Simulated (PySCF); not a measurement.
SMILES O(C)c1cccc(c1)[SiH3] at its GFN2-xTB optimised geometry (Å):

```
19

C     -1.5288    -2.4946     0.0033
O     -2.1530    -1.2354    -0.0023
C     -1.3693    -0.1173     0.0000
C     -2.0526     1.0994     0.0011
C     -1.3488     2.2856     0.0018
C      0.0361     2.2759     0.0013
C      0.7368     1.0762     0.0000
Si     2.6229     1.0544     0.0317
C      0.0189    -0.1173     0.0000
H     -0.9147    -2.6366     0.8990
H     -0.9096    -2.6425    -0.8878
H     -2.3375    -3.2240     0.0032
H     -3.1312     1.0834     0.0000
H     -1.8842     3.2240     0.0021
H      0.5785     3.2102    -0.0001
H      3.1312     2.2370    -0.6647
H      3.0879     1.0593     1.4225
H      3.0993    -0.1622    -0.6323
H      0.5664    -1.0477    -0.0024
```

Computed with PySCF with B3LYP/def2-SVP. Cells within 0.4 Å of a nucleus heavier than hydrogen are left out (blank, or x).

Map of the deformation density (molecule minus spherical neutral atoms) (e/bohr³) on the plane z = 0.0 Å:

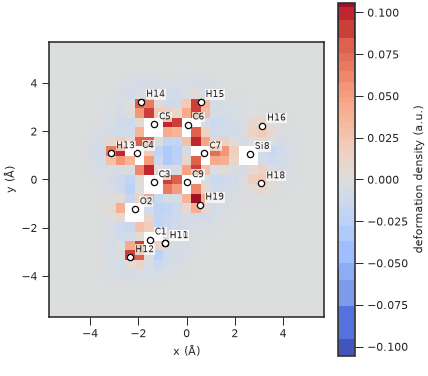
Fig. 1. Deformation density (molecule minus spherical neutral atoms) (e/bohr³) on the plane z = 0.0 Å.
